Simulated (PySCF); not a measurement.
```xyz
3

C     0.2683    0.1124   -0.2200
O     0.0480    0.6826    0.7802
H    -0.2934   -0.8001   -0.5854
```

Geometry: PBE0-D3(BJ)/ma-def2-SVP.

All numbers below come from PySCF 2.14.0, density-fitted response routines, DFT single point, gas phase, functional B3LYP.

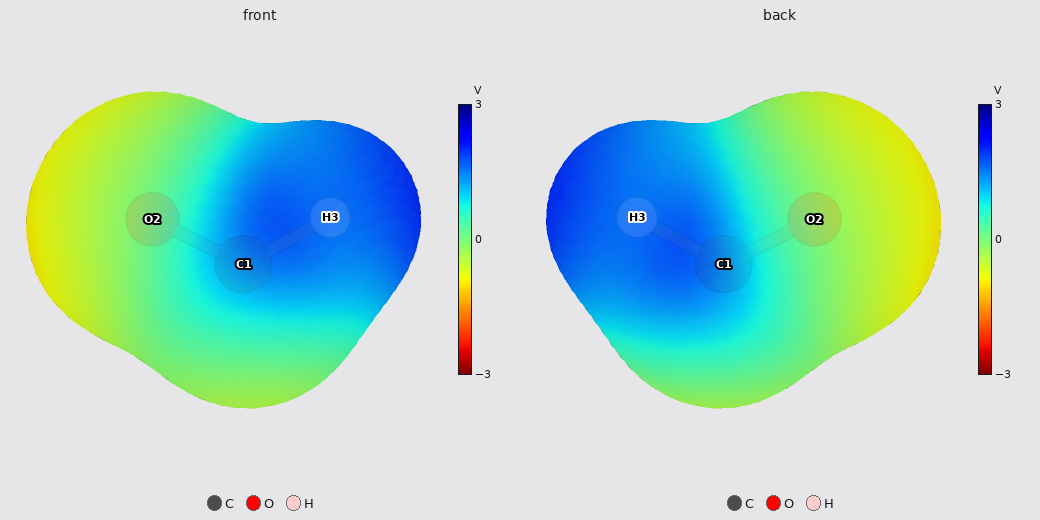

CHO (SMILES [CH]=O) (doublet). The molecular electrostatic potential painted on the density surface at 0.004 e/bohr³, seen from the front and from behind; the colour scale runs from red (negative) to blue (positive).

### Describe the electrostatic potential map.

The most negative region (about −1.0 V, or −23 kcal/mol for a unit charge) lies over O2, the most positive (about +2.0 V, or +46 kcal/mol for a unit charge) over H3.
